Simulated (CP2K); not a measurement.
# AlSiH5O2 (SMILES O[SiH2][O][AlH2]): GFN2-xTB

What is the vertical ionisation energy of AlSiH5O2 at GFN2-xTB? 

The results are computed with CP2K 2026.2.

1 further run of the same task is left out (it didn't finish).

## (1) Starting point

The species is AlSiH5O2 (9 atoms), meant as a singlet with charge 0. SMILES: `O[SiH2][O][AlH2]`. Geometry: relaxed at PBE0-D4/def2-TZVP. This is one conformer, not always the lowest.

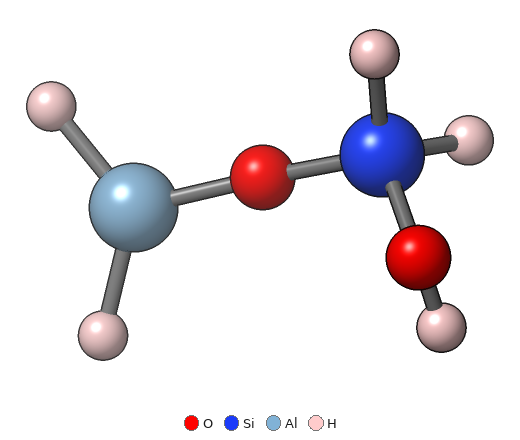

Viewed from a chosen angle; oxygen red, silicon blue, aluminium light blue, hydrogen pink.

## (2) A single-point energy at GFN2-xTB

calc.inp reads:

```
&FORCE_EVAL
 METHOD QUICKSTEP
 &DFT
  &QS
   METHOD XTB
   EPS_DEFAULT 1.0E-10
   &XTB
    GFN_TYPE TBLITE
    &TBLITE
     METHOD GFN2
    &END TBLITE
    CHECK_ATOMIC_CHARGES F
   &END XTB
  &END QS
  # isolated system
  &POISSON
   PERIODIC NONE
   POISSON_SOLVER ANALYTIC
  &END POISSON
  &SCF
   SCF_GUESS ATOMIC
   EPS_SCF 1.0E-06
   MAX_SCF 150
   ADDED_MOS 2
   &DIAGONALIZATION
    ALGORITHM STANDARD
   &END DIAGONALIZATION
   &MIXING
    METHOD DIRECT_P_MIXING
    ALPHA 0.4
   &END MIXING
   &SMEAR ON
    METHOD FERMI_DIRAC
    ELECTRONIC_TEMPERATURE [K] 300
   &END SMEAR
  &END SCF
  # extra output
  &PRINT
   &MOMENTS
    PERIODIC F
    REFERENCE COM
    MAX_MOMENT 1
   &END MOMENTS
   &MO ON
    ENERGIES T
    OCCUPATION_NUMBERS T
    NDIGITS 6
    &EACH
     QS_SCF 0
    &END EACH
    ADD_LAST NUMERIC
   &END MO
   &HIRSHFELD OFF
   &END HIRSHFELD
  &END PRINT
 &END DFT
 &SUBSYS
  # box in angstrom
  &CELL
   ABC 19.4 20.7 18.5
   PERIODIC NONE
  &END CELL
  &COORD
   UNIT bohr
   O     -1.5025212     3.4570650    -1.6973520
   Si     0.3269226     2.2614353     0.5043679
   O      0.4739433    -0.7916063     0.3735989
   Al     0.6154838    -3.9315752    -0.1145174
   H     -3.2896352     3.2234948    -1.5323789
   H      2.8461165     3.3690037     0.0094486
   H     -0.6374046     2.9572324     3.0503959
   H     -1.8131922    -5.2831073    -1.2033776
   H      3.1475278    -5.3490588     0.5771224
  &END COORD
  &TOPOLOGY
   &CENTER_COORDINATES
   &END CENTER_COORDINATES
  &END TOPOLOGY
 &END SUBSYS
&END FORCE_EVAL

&GLOBAL
 PROJECT calc
 RUN_TYPE ENERGY
 PRINT_LEVEL MEDIUM
&END GLOBAL
```

On the command line:

```
$ OMP_NUM_THREADS=1 cp2k.psmp calc.inp > calc.out
```

Standard output:

```text
CP2K| version string:                                       CP2K version 2026.2
[...]
 GLOBAL| Method name                                                        CP2K
[...]
 GLOBAL| Run type                                                         ENERGY
[...]
                             - Atoms:                                          9
[...]
                             - Spherical basis functions:                     31
[...]
 Number of electrons:                                                         24
[...]
  *** SCF run converged in    16 steps ***
[...]
  Fermi energy:                                                -0.26455437171719
[...]
 TB_DIPOLE| Moment [Debye]         -0.92386515       0.71042602       0.61579396
 TB_DIPOLE| Derivative [a.u.]       0.00000000       0.00000000       0.00000000
[...]
 ENERGY| Total FORCE_EVAL ( QS ) energy [hartree]            -13.658111814766883
[...]
```

Wall time 0.28 s (1 thread of Arm Neoverse V1, shared host).

## (3) The doublet cation

gas.inp reads:

```
&GLOBAL
 PROJECT gas
 RUN_TYPE ENERGY
 PRINT_LEVEL MEDIUM
&END GLOBAL

&FORCE_EVAL
 METHOD QUICKSTEP
 &DFT
  CHARGE 1
  MULTIPLICITY 2
  LSD T
  &QS
   METHOD XTB
   EPS_DEFAULT 1.0E-10
   &XTB
    GFN_TYPE TBLITE
    &TBLITE
     METHOD GFN2
    &END TBLITE
    CHECK_ATOMIC_CHARGES F
   &END XTB
  &END QS
  &POISSON
   PERIODIC NONE
   POISSON_SOLVER ANALYTIC
  &END POISSON
  &SCF
   SCF_GUESS ATOMIC
   EPS_SCF 1.0E-06
   MAX_SCF 150
   ADDED_MOS 2
   &DIAGONALIZATION
    ALGORITHM STANDARD
   &END DIAGONALIZATION
   &MIXING
    METHOD DIRECT_P_MIXING
    ALPHA 0.4
   &END MIXING
   &SMEAR ON
    METHOD FERMI_DIRAC
    ELECTRONIC_TEMPERATURE [K] 300
    FIXED_MAGNETIC_MOMENT 1.0
   &END SMEAR
  &END SCF
  &PRINT
   &MOMENTS
    PERIODIC F
    REFERENCE COM
    MAX_MOMENT 1
   &END MOMENTS
   &MO ON
    ENERGIES T
    OCCUPATION_NUMBERS T
    NDIGITS 6
    &EACH
     QS_SCF 0
    &END EACH
    ADD_LAST NUMERIC
   &END MO
   &HIRSHFELD OFF
   &END HIRSHFELD
  &END PRINT
 &END DFT
 &SUBSYS
  &CELL
   ABC [angstrom] 19.4 20.7 18.5
   PERIODIC NONE
  &END CELL
  &COORD
   UNIT bohr
   O     -1.5025212     3.4570650    -1.6973520
   Si     0.3269226     2.2614353     0.5043679
   O      0.4739433    -0.7916063     0.3735989
   Al     0.6154838    -3.9315752    -0.1145174
   H     -3.2896352     3.2234948    -1.5323789
   H      2.8461165     3.3690037     0.0094486
   H     -0.6374046     2.9572324     3.0503959
   H     -1.8131922    -5.2831073    -1.2033776
   H      3.1475278    -5.3490588     0.5771224
  &END COORD
  &TOPOLOGY
   &CENTER_COORDINATES
   &END CENTER_COORDINATES
  &END TOPOLOGY
 &END SUBSYS
&END FORCE_EVAL
```

On the command line:

```
$ OMP_NUM_THREADS=1 cp2k.psmp gas.inp > gas.out
```

Standard output:

```text
CP2K| version string:                                       CP2K version 2026.2
[...]
 GLOBAL| Method name                                                        CP2K
[...]
 GLOBAL| Run type                                                         ENERGY
[...]
                             - Atoms:                                          9
[...]
                             - Spherical basis functions:                     31
[...]
 Number of electrons:                                                         12
[...]
  *** SCF run converged in    61 steps ***
[...]
  Fermi energy:                                                -0.52836286993695
[...]
 TB_DIPOLE| Moment [Debye]         -0.07500975      -1.63776774       1.49212300
 TB_DIPOLE| Derivative [a.u.]       0.00000000       0.00000000       0.00000000
[...]
 ENERGY| Total FORCE_EVAL ( QS ) energy [hartree]            -13.156781421389248
[...]
```

It took 0.44 s on 1 thread of Arm Neoverse V1, shared host.

## (4) Summary of results

Level: GFN2-xTB.

```
                                                   quantity          value
                             singlet AlSiH5O2: total energy   -13.65811 Eh
singlet AlSiH5O2: dipole moment (from atomic charges alone)         1.32 D
                              singlet AlSiH5O2: HOMO energy      -11.10 eV
                              singlet AlSiH5O2: LUMO energy       -6.30 eV
                            singlet AlSiH5O2: HOMO–LUMO gap        4.79 eV
                        singlet AlSiH5O2: dispersion energy  -12.04 kJ/mol
                               doublet cation: total energy   -13.15678 Eh
         doublet cation: HOMO energy (highest over α and β)      -16.19 eV
          doublet cation: LUMO energy (lowest over α and β)      -16.16 eV
                          doublet cation: dispersion energy   -8.94 kJ/mol
         vertical ionisation energy (to the doublet cation)      13.642 eV
```

What this shows: Removing an electron at fixed nuclei costs 13.64 eV (1316 kJ/mol). No empirical shift is applied, and without it xTB methods put this difference several eV too high. The dipole (singlet AlSiH5O2) comes from point charges on the atoms alone, without atomic dipoles, so it is partial.
